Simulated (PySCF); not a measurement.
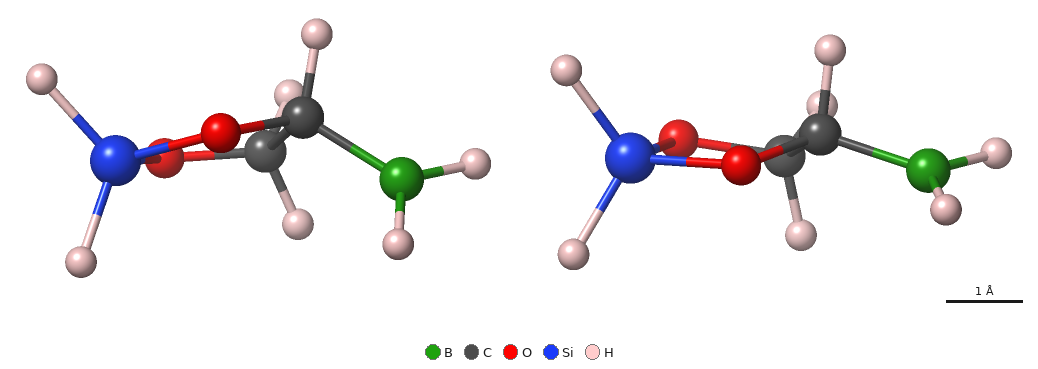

Two geometries of C$_{2}$H$_{7}$BO$_{2}$Si, drawn at one scale. One is the start of a relaxation, the other its converged end. A ball-and-stick model, seen from a free direction.

Theory: PBE0-D3(BJ)/def2-SVP geometry optimisation, gas phase in PySCF 2.14.0, density-fitted response routines. 

Q: Which of the two is the end point?

A: The right one is the relaxed one. The start comes from GFN2-xTB. Its atoms were then displaced at random by about 0.01 Å. The atom that moves furthest after the best rigid fit is an H atom (0.66 Å). Largest moves by element: H 0.66 Å, O 0.43 Å, C 0.22 Å, B 0.15 Å, Si 0.09 Å. Some distances before and after: C–O 1.336 → 1.413 Å, O–Si 1.625 → 1.676 Å, B–H 1.159 → 1.205 Å, C–C 1.578 → 1.542 Å. Among the angles between lasting bonds that change: B–C–H 112.5° → 100.4°, B–C–C 108.9° → 117.1°, H–Si–H 117.1° → 110.5°. Groups turn about B–C by about 25°. The energy falls by 7.16 kcal/mol in 13 geometry steps.
